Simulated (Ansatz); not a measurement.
# TaCu3Se3O: complex band structure

Wanted: the relaxed cell of TaCu3Se3O, its band edges and its decay constants. It is built by putting O for S in the TaCu3Se3S structure of space group R3m, with the volume rescaled by atomic radii. The parent structure comes from the Materials Project.

Method: r2SCAN DFT, plane waves, PAW files, in the first sound run; inputs show where later runs differ, in Ansatz 0.2.0.

The structure was built from a prototype and need not be the compound's stable phase.

### 1. The starting structure

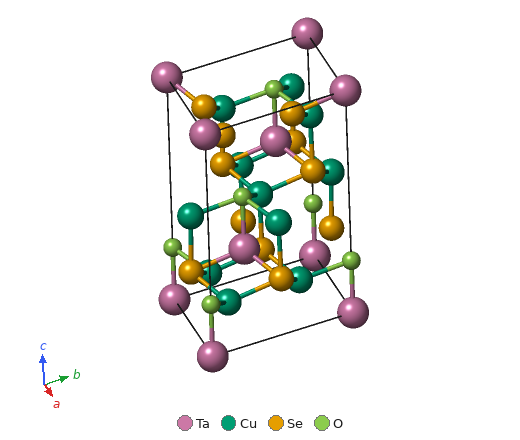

The cell as given, slightly off an axis (tantalum pink, copper teal, selenium orange, oxygen green). This picture shows the conventional cell, with its axes. Bonds to atoms that aren't drawn are left out. Some periodic images of atoms are drawn too.

As a file:

```cif
data_structure
_symmetry_space_group_name_H-M 'R3m:H'
_symmetry_Int_Tables_number 160
_cell_length_a 7.8234
_cell_length_b 7.8234
_cell_length_c 9.7330
_cell_angle_alpha 90.000
_cell_angle_beta 90.000
_cell_angle_gamma 120.000
_cell_volume 515.90
loop_
_atom_site_label
_atom_site_type_symbol
_atom_site_symmetry_multiplicity
_atom_site_Wyckoff_symbol
_atom_site_fract_x
_atom_site_fract_y
_atom_site_fract_z
_atom_site_occupancy
Ta1 Ta 3 a 0.33333 0.66667 0.66620 1
Cu1 Cu 9 b 0.66090 0.83045 0.83675 1
Se1 Se 9 b 0.49818 0.99636 0.25217 1
O1 O 3 a 0.33333 0.66667 0.90039 1
```

### 2. Relaxing the new crystal

The substituted atoms don't fit the parent's cell, so cell and atoms relax together. A small smearing keeps the run stable in case the gap closes on the way.

input.yaml

```yaml
crystal:
  lattice:
    - [3.9117077712, 2.2584255347, 3.2443202274]
    - [-3.9117077712, 2.2584255347, 3.2443202274]
    - [0.0, -4.5168510694, 3.2443202274]
  atoms:
    - { symbol: Ta, position: [0.99953, 0.99953, 0.99953] }
    - { symbol: Cu, position: [0.497648, 0.0063, 0.0063] }
    - { symbol: Cu, position: [0.0063, 0.497648, 0.0063] }
    - { symbol: Cu, position: [0.0063, 0.0063, 0.497648] }
    - { symbol: Se, position: [0.750344, 0.750344, 0.25581] }
    - { symbol: Se, position: [0.750344, 0.25581, 0.750344] }
    - { symbol: Se, position: [0.25581, 0.750344, 0.750344] }
    - { symbol: O, position: [0.233723, 0.233723, 0.233723] }
kpoints:
  mp_grid: { grid: [4, 4, 4] }
scf:
  occupations: { method: gaussian, width: 0.03 }
hamiltonian:
  xc: r2scan
output:
  forces: true
  stress: true
relax:
  f_tol: 0.02
  max_steps: 60
  cell: {}
```

Command:

```
ansatz run input.yaml --threads 2 --pin off --max-ram 4096MiB --backend cpu --events-out ev --progress --plain --runs-dir out
```

Numbers of over 12 decimals in the logs are rounded to 6 here.

The program printed:

```text
Engine: ansatz 0.2.0, aarch64-unknown-linux-gnu
Pseudopotentials: kind: paw
Pseudopotential: Ta, paw, valence charge 13, recommended cutoff 500 eV (meta_gga), Ta.paw.azcp
Pseudopotential: Cu, paw, valence charge 19, recommended cutoff 500 eV (meta_gga), Cu.paw.azcp
Pseudopotential: Se, paw, valence charge 16, recommended cutoff 500 eV (meta_gga), Se.paw.azcp
Pseudopotential: O, paw, valence charge 6, recommended cutoff 500 eV (meta_gga), O.paw.azcp
Functional definition: r2SCAN
  parameter k0 = 0.174
  parameter k1 = 0.065
  parameter a1 = 4.9479
  exchange = r2scan_x(k0 = k0, k1 = k1, a1 = a1)
  correlation = r2scan_c
Crystal: 8 atoms, lattice volume = 171.968 Å³
Basis set: ecut = 500 eV, 4385 PW (Γ), exchange–correlation on 180×180×180 points (64 copies of the dense FFT grid, shifted against one another)
Bands: 75, of which v1, the nominal top of the filled ones, is band 62 counted from 1 (61 counted from 0)
Symmetry: 6 space group operations
Space group: R3m (ITA 160), of the structure as read, at distance tolerance 5.6e-5 Å
k-points: 13 of 64 (time reversal used)
Non-local potential: Ta, projectors of the file, l = 0: 3, l = 1: 2, l = 2: 2, l = 3: 1
Non-local potential: Cu, projectors of the file, l = 0: 3, l = 1: 2, l = 2: 3, l = 3: 1
Non-local potential: Se, projectors of the file, l = 0: 2, l = 1: 2, l = 2: 3, l = 3: 1
Non-local potential: O, projectors of the file, l = 0: 2, l = 1: 2, l = 2: 1
PAW form: soft (Blöchl's): semilocal exchange-correlation on the pseudo side does not see the compensation charge
PAW frozen core: Ta, regenerated for the run's functional (the file was generated under x = pbe(κ = 0.804, μ = 0.219515), c = pbe(β = 0.066725))
PAW frozen core: Cu, regenerated for the run's functional (the file was generated under x = pbe(κ = 0.804, μ = 0.219515), c = pbe(β = 0.066725))
PAW frozen core: Se, regenerated for the run's functional (the file was generated under x = pbe(κ = 0.804, μ = 0.219515), c = pbe(β = 0.066725))
PAW frozen core: O, regenerated for the run's functional (the file was generated under x = pbe(κ = 0.804, μ = 0.219515), c = pbe(β = 0.066725))
PAW one-centre angular grid: Ta, 590 points (default); XC on 160 Gauss nodes
PAW one-centre angular grid: Cu, 590 points (default); XC on 160 Gauss nodes
PAW one-centre angular grid: Se, 590 points (default); XC on 160 Gauss nodes
PAW one-centre angular grid: O, 302 points (default); XC on 160 Gauss nodes
Initial density: superposition of atomic densities (neutral atoms: chi_scale 0, normalization atom), corrected by the library's trained network
Initial wavefunctions: pseudopotential atomic-orbital guess
Functional: x = r2scan, c = r2scan; τ floored in thin density (d = 2e-4 eV/Å³)
SCF iter   1: F=—  HF=-46842.865697 eV  |F-HF|=—  |Δ(HF+E_count)|=         —  Δρ=2.58e-2  dr2=8.45e-1  dr2_τ=5.94e-2  ethr=1.77e-3  ⟨swp⟩=6.5  Hψ=3585  notcnv=0  defer=9
preconditioner: auto → Resta (q_TF=auto, 2.584 Å⁻¹)  ε∞=6.8  [insulator: Δε(μ)=1.798 eV  Ē_g=9.260 eV  σ=0.030 eV  W_gap=1.00  n_scr=56 (ndim 8)  ℏωp=22.3 eV  f_vac=0.211  D(μ)=0.00/eV (n_scr^D=0)  ε∞_Penn≈6.8]
SCF iter   2: F=—  HF=-46842.905845 eV  |F-HF|=—  |Δ(HF+E_count)|=   4.01e-2  Δρ=2.08e-2  dr2=4.97e-1  dr2_τ=2.39e-2  ethr=6.81e-4  ⟨swp⟩=2.4  Hψ=1675  notcnv=0  defer=84
SCF iter   3: F=—  HF=-46842.791432 eV  |F-HF|=—  |Δ(HF+E_count)|=   1.14e-1  Δρ=6.24e-3  dr2=4.82e-2  dr2_τ=7.76e-4  ethr=4.01e-4  ⟨swp⟩=2.0  Hψ=1299  notcnv=0  defer=45
automatic band count: iteration 3 solves 72 bands in place of 75: the levels show a gap, and the empty bands left out lie too high to hold charge; the band table lists the bands solved (type scf.n_extra_bands for more)
SCF iter   4: F=—  HF=-46842.785773 eV  |F-HF|=—  |Δ(HF+E_count)|=   5.66e-3  Δρ=1.35e-3  dr2=4.41e-3  dr2_τ=5.48e-4  ethr=3.89e-5  ⟨swp⟩=2.5  Hψ=1365  notcnv=0  defer=45
SCF iter   5: F=—  HF=-46842.785481 eV  |F-HF|=—  |Δ(HF+E_count)|=   2.92e-4  Δρ=8.82e-4  dr2=1.22e-3  dr2_τ=4.20e-5  ethr=3.55e-6  ⟨swp⟩=2.0  Hψ=1285  notcnv=0  defer=45
SCF iter   6: F=—  HF=-46842.785824 eV  |F-HF|=—  |Δ(HF+E_count)|=   3.43e-4  Δρ=3.93e-4  dr2=4.11e-4  dr2_τ=2.44e-5  ethr=9.87e-7  ⟨swp⟩=2.0  Hψ=1294  notcnv=0  defer=45
SCF iter   7: F=—  HF=-46842.785800 eV  |F-HF|=—  |Δ(HF+E_count)|=   2.34e-5  Δρ=2.45e-4  dr2=9.67e-5  dr2_τ=8.21e-7  ethr=3.32e-7  ⟨swp⟩=2.0  Hψ=1528  notcnv=0  defer=45
SCF iter   8: F=—  HF=-46842.785742 eV  |F-HF|=—  |Δ(HF+E_count)|=   5.85e-5  Δρ=4.93e-5  dr2=6.29e-6  dr2_τ=1.12e-7  ethr=7.80e-8  ⟨swp⟩=2.0  Hψ=1176  notcnv=0  defer=45
SCF iter   9: F=—  HF=-46842.785745 eV  |F-HF|=—  |Δ(HF+E_count)|=   3.26e-6  Δρ=1.58e-5  dr2=1.11e-6  dr2_τ=7.73e-8  ethr=5.07e-9  ⟨swp⟩=2.0  Hψ=1480  notcnv=0  defer=45
SCF iter  10: F=—  HF=-46842.785745 eV  |F-HF|=—  |Δ(HF+E_count)|=   2.78e-7  Δρ=1.22e-5  dr2=3.79e-7  dr2_τ=2.77e-8  ethr=8.96e-10  ⟨swp⟩=2.0  Hψ=1290  notcnv=0  defer=45
SCF iter  11: F=—  HF=-46842.785746 eV  |F-HF|=—  |Δ(HF+E_count)|=   1.48e-7  Δρ=2.50e-5  dr2=7.26e-7  dr2_τ=4.46e-9  ethr=3.06e-10  ⟨swp⟩=2.0  Hψ=1658  notcnv=0  defer=45
SCF iter  12: F=-46842.785745 eV  HF=-46842.785746 eV  |F-HF|=3.44e-8  |Δ(HF+E_count)|=   1.23e-7  Δρ=7.14e-6  dr2=6.91e-8  dr2_τ=1.63e-9  ethr=8.06e-11  ⟨swp⟩=3.0  Hψ=3553  notcnv=0
SCF 1 converged in 12 iterations: F = -46842.785745 eV  dr2 = 6.91e-8
  greatest PAW one-centre occupation: 1.000 electrons in one spin orbital (limit 2), on the Cu atom at site 3 (counted from 0), in its partial waves of l = 0
relax step   1: F+E_penalty+E_count = -46842.78574548 eV  Δ(F+E_penalty+E_count) = +0.000e0 eV  max|allowed force component| = 4.841e0 eV/Å  Δτ_max = 0.0000 Å  P = -3.427 GPa  Ω = 171.968 Å³  (12 SCF iters, dr2 threshold 1.00e-7 eV, accepted)
Crystal: 8 atoms, lattice volume = 169.752 Å³
Basis set: ecut = 500 eV, 4355 PW (Γ), exchange–correlation on 180×180×180 points (64 copies of the dense FFT grid, shifted against one another)
Initial density: handed on by an earlier stage of this run
Initial wavefunctions: those handed on with the density
iter 1 solved again at ethr=1.46e-4 eV; its pass at ethr=3.10e-3 eV (dr2=1.81e-1 eV) is discarded
SCF iter   1: F=—  HF=-46843.493503 eV  |F-HF|=—  |Δ(HF+E_count)|=         —  Δρ=1.37e-2  dr2=1.82e-1  dr2_τ=2.68e0  ethr=1.46e-4  ⟨swp⟩=2.2  Hψ=3991  notcnv=0
automatic band count: iteration 1 solves 72 bands in place of 75: the levels show a gap, and the empty bands left out lie too high to hold charge; the band table lists the bands solved (type scf.n_extra_bands for more)
[...]
SCF iter   8: F=—  HF=-46843.946410 eV  |F-HF|=—  |Δ(HF+E_count)|=   9.76e-6  Δρ=3.32e-5  dr2=2.42e-6  dr2_τ=1.79e-7  ethr=1.20e-8  ⟨swp⟩=2.0  Hψ=1301  notcnv=0  defer=38
SCF iter   9: F=-46843.946412 eV  HF=-46843.946412 eV  |F-HF|=1.10e-7  |Δ(HF+E_count)|=   1.53e-6  Δρ=1.41e-5  dr2=3.85e-7  dr2_τ=8.16e-9  ethr=6.45e-10  ⟨swp⟩=4.7  Hψ=3271  notcnv=0
SCF 3 converged in 9 iterations: F = -46843.946412 eV  dr2 = 3.85e-7
relax step   3: F+E_penalty+E_count = -46843.94641191 eV  Δ(F+E_penalty+E_count) = +1.163e-1 eV  max|allowed force component| = 5.425e0 eV/Å  Δτ_max = 0.1948 Å  P = +3.986 GPa  Ω = 169.768 Å³  energy of the carried Pulay correction = +5.748e-4 eV  (9 SCF iters, dr2 threshold 8.00e-7 eV, rejected (line search))
[...]
relax step   4: F+E_penalty+E_count = -46844.22540771 eV  Δ(F+E_penalty+E_count) = -1.627e-1 eV  max|allowed force component| = 1.117e0 eV/Å  Δτ_max = 0.0948 Å  P = -0.339 GPa  Ω = 169.574 Å³  energy of the carried Pulay correction = +6.257e-4 eV  (15 SCF iters, accepted)
[...]
relax step   5: F+E_penalty+E_count = -46844.29119943 eV  Δ(F+E_penalty+E_count) = -6.579e-2 eV  max|allowed force component| = 6.014e-1 eV/Å  Δτ_max = 0.0974 Å  P = +0.532 GPa  Ω = 170.765 Å³  energy of the carried Pulay correction = +3.132e-4 eV  (9 SCF iters, dr2 threshold 8.00e-7 eV, accepted)
[...]
relax step   6: F+E_penalty+E_count = -46844.30773210 eV  Δ(F+E_penalty+E_count) = -1.653e-2 eV  max|allowed force component| = 4.742e-2 eV/Å  Δτ_max = 0.0207 Å  P = +0.092 GPa  Ω = 171.007 Å³  energy of the carried Pulay correction = +2.500e-4 eV  (8 SCF iters, dr2 threshold 8.00e-7 eV, accepted)
[...]
relax step   7: F+E_penalty+E_count = -46844.30839323 eV  Δ(F+E_penalty+E_count) = -6.611e-4 eV  max|allowed force component| = 2.972e-2 eV/Å  Δτ_max = 0.0043 Å  P = -0.109 GPa  Ω = 171.372 Å³  energy of the carried Pulay correction = +1.551e-4 eV  (8 SCF iters, dr2 threshold 1.41e-7 eV, accepted)
[...]
relax step   8: F+E_penalty+E_count = -46844.30956058 eV  Δ(F+E_penalty+E_count) = -1.167e-3 eV  max|allowed force component| = 2.160e-2 eV/Å  Δτ_max = 0.0107 Å  P = -0.025 GPa  Ω = 170.801 Å³  energy of the carried Pulay correction = +3.040e-4 eV  (8 SCF iters, dr2 threshold 5.67e-8 eV, accepted)
[...]
relax step   9: F+E_penalty+E_count = -46844.30983879 eV  Δ(F+E_penalty+E_count) = -2.782e-4 eV  max|allowed force component| = 7.547e-3 eV/Å  Δτ_max = 0.0078 Å  P = -0.003 GPa  Ω = 170.675 Å³  energy of the carried Pulay correction = +3.369e-4 eV  (8 SCF iters, dr2 threshold 2.92e-8 eV, accepted)
Initial wavefunctions: pseudopotential atomic-orbital guess (no wavefunctions were taken with the density)
iter 1 solved again at ethr=1.52e-7 eV; its pass at ethr=3.10e-3 eV (dr2=1.89e-4 eV) is discarded
SCF iter   1: F=—  HF=-46844.308620 eV  |F-HF|=—  |Δ(HF+E_count)|=         —  Δρ=1.83e-4  dr2=2.11e-6  dr2_τ=6.66e-6  ethr=1.52e-7  ⟨swp⟩=3.5  Hψ=6154  notcnv=0
preconditioner: auto → Resta (q_TF=auto, 2.587 Å⁻¹)  ε∞=6.8  [insulator: Δε(μ)=1.539 eV  Ē_g=9.333 eV  σ=0.030 eV  W_gap=1.00  n_scr=56 (ndim 8)  ℏωp=22.4 eV  f_vac=0.211  D(μ)=0.00/eV (n_scr^D=0)  ε∞_Penn≈6.8]
SCF iter   2: F=—  HF=-46844.309681 eV  |F-HF|=—  |Δ(HF+E_count)|=   1.06e-3  Δρ=9.36e-5  dr2=5.98e-7  dr2_τ=6.01e-6  ethr=1.71e-9  ⟨swp⟩=3.0  Hψ=1805  notcnv=0
SCF iter   3: F=—  HF=-46844.309779 eV  |F-HF|=—  |Δ(HF+E_count)|=   9.84e-5  Δρ=3.30e-5  dr2=1.11e-6  dr2_τ=5.18e-8  ethr=4.82e-10  ⟨swp⟩=3.0  Hψ=1861  notcnv=0  recentre
SCF iter   4: F=—  HF=-46844.309779 eV  |F-HF|=—  |Δ(HF+E_count)|=   4.04e-7  Δρ=3.11e-6  dr2=5.57e-9  dr2_τ=3.41e-9  ethr=4.82e-10  ⟨swp⟩=2.0  Hψ=1742  notcnv=0
SCF iter   5: F=—  HF=-46844.309779 eV  |F-HF|=—  |Δ(HF+E_count)|=   5.68e-8  Δρ=1.27e-6  dr2=1.44e-9  dr2_τ=3.59e-10  ethr=4.50e-12  ⟨swp⟩=2.0  Hψ=1378  notcnv=0
SCF iter   6: F=—  HF=-46844.309779 eV  |F-HF|=—  |Δ(HF+E_count)|=  9.31e-10  Δρ=6.36e-7  dr2=6.59e-10  dr2_τ=7.03e-11  ethr=1.17e-12  ⟨swp⟩=2.0  Hψ=1376  notcnv=0
SCF iter   7: F=—  HF=-46844.309779 eV  |F-HF|=—  |Δ(HF+E_count)|=  1.09e-10  Δρ=2.10e-7  dr2=1.23e-10  dr2_τ=1.11e-11  ethr=1.00e-12  ⟨swp⟩=2.0  Hψ=1169  notcnv=0
SCF iter   8: F=-46844.309779 eV  HF=-46844.309779 eV  |F-HF|=2.18e-11  |Δ(HF+E_count)|=  1.53e-10  Δρ=1.56e-7  dr2=5.00e-11  dr2_τ=1.27e-12  ethr=1.00e-12  ⟨swp⟩=4.4  Hψ=3046  notcnv=0
SCF 10 converged in 8 iterations: F = -46844.309779 eV  dr2 = 5.00e-11
relax step  10: F+E_penalty+E_count = -46844.30977946 eV  Δ(F+E_penalty+E_count) = +5.933e-5 eV  max|allowed force component| = 7.856e-3 eV/Å  Δτ_max = 0.0000 Å  P = -0.001 GPa  Ω = 170.675 Å³  stress off target by 3.99e-3 GPa  SCF on the basis re-selected at this cell (its energy is not comparable with the rows above)  (8 SCF iters)
basis re-selected at this cell: Δ(F+E_penalty+E_count) = +5.933e-5 eV, ΔP = +0.002 GPa vs the last step (what re-selecting the basis moved, of the pressure what is left beyond the Pulay correction that the steps carried, after the strain that the cell walked since its last selection, with what the two solves' SCF thresholds leave and, on support functions, any second-order correction that the steps lacked; it is no m [...]
SCF converged after 8 iterations
Free energy (F): -46844.309779 eV
Harris-Foulkes:  -46844.309779 eV  (|F-HF|=2.18e-11)
Internal energy: -46844.309779 eV  (E = F + TS)
E sigma→0 (E₀):  -46844.309779 eV
Fermi energy:    8.854288 eV
--- Per-component energies (eV) ---
  E_band       = -3069.101453
  E_kinetic    = 1796.092194
  E_local      = -27507.597071  (includes V_loc(G=0)·N_el)
  E_nonlocal   = -506.386192
  E_hartree    = 12578.444967
  E_xc         = -818.714097
  E_vxc        = -1010.876264  (∫ρ·V_xc dr)
  E_paw        = -19417.947879  (= ΣΔE_a)
  E_vpaw       = -1057.153508  (= ΣTr[D̂ρ^β])
  E_aug_tail   = 0.000946  (compensation charges beyond the density's cutoff)
  E_vtau       = 59.927442  (kinetic-family band-sum trace: ∫τ·v_τ [+ j·A + Jᵃ·Aᵃ] dr)
  E_ewald      = -12961.216791
  E_core_change = -6.985856  (= ΣΔE_core)
  E_smearing   = -0.000000  (= −TS)
  E_closure    = -0.000000  (closes the sum)
  Σ components = -46844.309779   (vs F -46844.309779, Δ=0.00e0)
--- Forces (eV/Å), atoms counted from 1 ---
  atom   1  Ta     0.00000000    -0.00000000    -0.00193953
  atom   2  Cu     0.00284458     0.00164232     0.00679822
  atom   3  Cu    -0.00284458     0.00164232     0.00679822
  atom   4  Cu    -0.00000000    -0.00328464     0.00679822
  atom   5  Se    -0.00000000    -0.00326821    -0.00353270
  atom   6  Se    -0.00283035     0.00163410    -0.00353270
  atom   7  Se     0.00283035     0.00163410    -0.00353270
  atom   8  O      0.00000000     0.00000000    -0.00785567
  max |Σ_I F_I| component: 1.35e-6 eV/Å
--- Stress (GPa, compression-positive) ---
        0.001064       0.000000      -0.000000
        0.000000       0.001064       0.000000
       -0.000000       0.000000      -0.003992
  P = ⅓ Tr σ = -0.0006 GPa (-0.006 kbar)
--- Relaxed structure (9 steps of the walk, 8 accepted, 1 SCFs on fresh bases) ---
  F+E_penalty+E_count = -46844.30977946 eV   max|allowed force component| = 7.856e-3 eV/Å   (the final SCF, on the basis selected at the relaxed cell)
  cell:  # Å, volume = 170.6747 Å³
    - [3.825060, 2.208400, 3.367456]
    - [-3.825060, 2.208400, 3.367456]
    - [7.685249180786656e-18, -4.416799, 3.367456]
  atoms:
    - { symbol: Ta, position: [1.008045, 1.008045, 1.008045] }
    - { symbol: Cu, position: [0.506633, 0.00598786, 0.00598786] }
    - { symbol: Cu, position: [0.00598786, 0.506633, 0.00598786] }
    - { symbol: Cu, position: [0.00598786, 0.00598786, 0.506633] }
    - { symbol: Se, position: [0.752677, 0.752677, 0.277236] }
    - { symbol: Se, position: [0.752677, 0.277236, 0.752677] }
    - { symbol: Se, position: [0.277236, 0.752677, 0.752677] }
    - { symbol: O, position: [0.190756, 0.190756, 0.190756] }
```

The job ended after 2.7 min (2 threads of Arm Neoverse V2, shared host; peak memory 0.86 GiB; 5.4 min of CPU time).

The steps of the relaxation:

| step | energy less that of the first step (eV) | largest force component (eV/Å) | pressure (GPa) | volume (Å³) |
| --- | --- | --- | --- | --- |
| 1 | 0.0000 | 4.8408 | -3.43 | 171.97 |
| 2 | -1.2770 | 2.3873 | -1.18 | 169.75 |
| 3 | -1.1607 | 5.4248 | 3.99 | 169.77 |
| 4 | -1.4397 | 1.1171 | -0.34 | 169.57 |
| 5 | -1.5055 | 0.6014 | 0.53 | 170.77 |
| 6 | -1.5220 | 0.0474 | 0.09 | 171.01 |
| 7 | -1.5226 | 0.0297 | -0.11 | 171.37 |
| 8 | -1.5238 | 0.0216 | -0.03 | 170.80 |
| 9 | -1.5241 | 0.0075 | 0.00 | 170.67 |
| 10* | -1.5240 | 0.0079 | 0.00 | 170.67 |

Relaxation steps marked * repeat the geometry before them on a plane-wave basis chosen anew for their cell, so energy and pressure can jump there. Relaxation step 3 was tried and not accepted.

The run keeps the 6 symmetry operations that it works with, so distortions that break them were not tested.

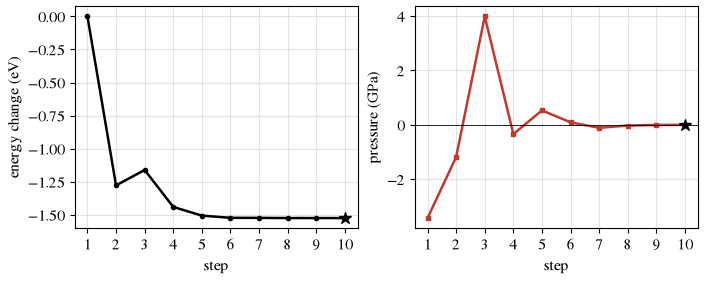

Energy and pressure along the relaxation. Stars mark steps on a basis chosen anew.

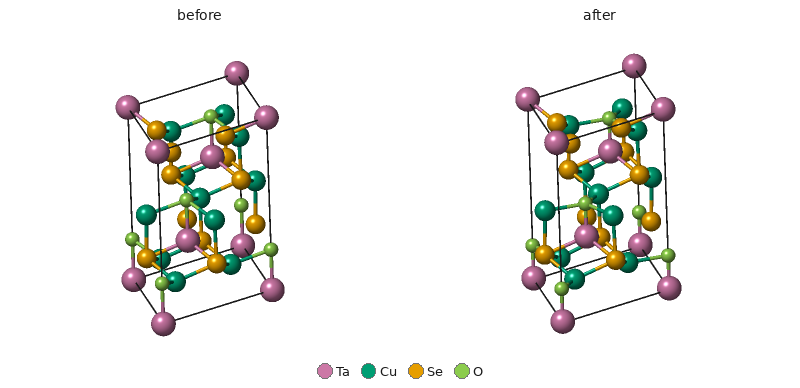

The structure before and after the relaxation, drawn at the same scale. Bonds to atoms that aren't drawn are left out.

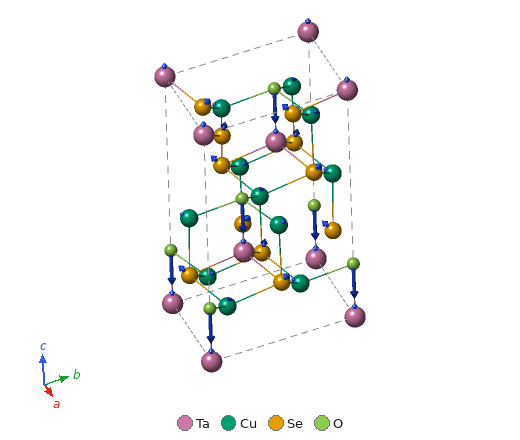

Displacements in the relaxation, exaggerated, measured against the changing cell; the longest in the cell stands for 0.43 Å. Bonds to atoms that aren't drawn are left out. Some periodic images of atoms are drawn too.

| conventional cell, symmetrised | before | after | change |
| --- | --- | --- | --- |
| a (Å) | 7.823 | 7.650 | -2.2 % |
| b (Å) | 7.823 | 7.650 | -2.2 % |
| c (Å) | 9.733 | 10.102 | +3.8 % |
| volume (Å³/atom) | 21.50 | 21.33 | -0.8 % |

The atoms that moved most (Å, as changes of fractional coordinates times the final cell):

| atom | dx | dy | dz | length |
| --- | --- | --- | --- | --- |
| O8 | 0.000 | 0.000 | -0.434 | 0.434 |
| Se5 | 0.000 | -0.084 | 0.088 | 0.122 |
| Se7 | 0.073 | 0.042 | 0.088 | 0.122 |
| Se6 | -0.073 | 0.042 | 0.088 | 0.122 |
| Ta1 | 0.000 | 0.000 | 0.086 | 0.086 |
| Cu4 | 0.000 | -0.041 | 0.028 | 0.050 |
| Cu3 | -0.036 | 0.021 | 0.028 | 0.050 |
| Cu2 | 0.036 | 0.021 | 0.028 | 0.050 |

This step gave:

- free energy: -46844.3098 eV
- Fermi energy: 8.854 eV
- pressure: -6.22e-4 GPa

The largest force component on a free atom ends at 0.0079 eV/Å.

[end of part 1 of 3]

[Logs are printed without paths, hosts, clocks, repeated set-up lines and the standing remarks that a program may print on its own settings, such as how far it seeks lower states.]

[Hosts, paths, dates, database ids (printed as entryN), source tags and the programs' standing remarks are cut or masked in the printed files.]
